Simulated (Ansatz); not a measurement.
## Electronic structure of BClH4OSn (SMILES [BH2][SnH]([OH])[Cl]) in real space

Input file:

```
crystal:
  periodic: [false, false, false]
  atoms:
    - { symbol: B, position_ang: [-0.6565, 1.5057, -0.1352] }
    - { symbol: Sn, position_ang: [0.3553, -0.3967, -0.196] }
    - { symbol: O, position_ang: [0.1297, -1.2946, 1.5435] }
    - { symbol: Cl, position_ang: [-0.491, -1.7395, -1.8873] }
    - { symbol: H, position_ang: [-0.7077, 2.2371, -1.1205] }
    - { symbol: H, position_ang: [-1.2697, 1.906, 0.8318] }
    - { symbol: H, position_ang: [2.0835, -0.1212, -0.5217] }
    - { symbol: H, position_ang: [0.6486, -2.154, 1.4297] }
basis:
  gaussian: { orbitals: def2-SVP }
hamiltonian:
  xc: hf
relax:
  f_tol: 0.015
  max_steps: 40
output:
  orbitals: {}
```

Run with:

```sh
ansatz run input.yaml --threads 1 --pin off --max-ram 2048MiB --backend cpu --events-out ev --progress --plain --runs-dir out
```

The fields are those of the relaxed geometry.

Core potentials replace the inner electrons of Sn.

All numbers below come from RHF/def2-SVP in Ansatz.

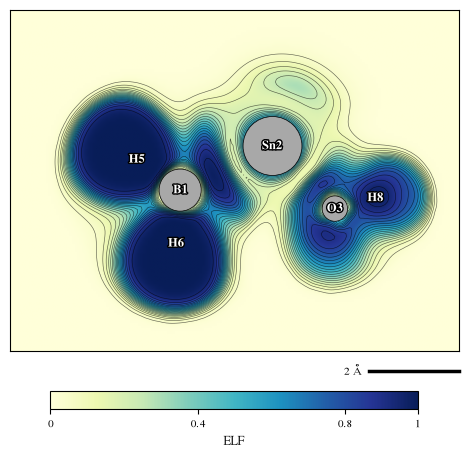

Figure 1. Electron localisation function on the plane of atoms B1, Sn2 and O3. Grey discs cover the atomic cores.

Describe what can be read from this map.

The plane passes through B, Sn, O and H nuclei.
Sn–O (1.96 Å): the ELF peaks at about 0.85 in the valence shell of O, 0.6 Å from its nucleus, and drops to about 0.10 between the two atoms.
Sn–B (2.27 Å): the ELF peaks at about 1 in the valence shell of B, 0.8 Å from its nucleus, and drops to about 0.20 between the two atoms.
O–H (0.95 Å): the ELF climbs to about 1 towards the hydrogen, as it does in any bond to H (an ordinary covalent bond to hydrogen).
B–H (1.19 Å): the ELF climbs to about 1 towards the hydrogen: a covalent bond by its length.
The ELF also peaks beside O3, away from the bonds: lone-pair regions.

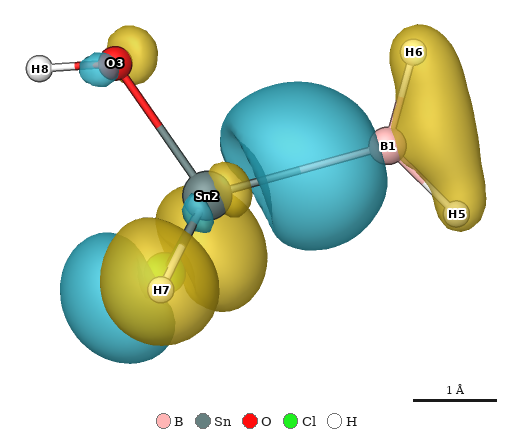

Figure 2. The HOMO at ±0.15 Å⁻³ᐟ² (yellow and cyan are the two phases), seen at a tilt.

Where does this orbital lie, and at what energy?

Its weight (Hirshfeld) is mainly on Cl4 (about 30 %), Sn2 (about 25 %), B1 (about 25 %) and H7 (about 10 %). Its energy is −11.03 eV.
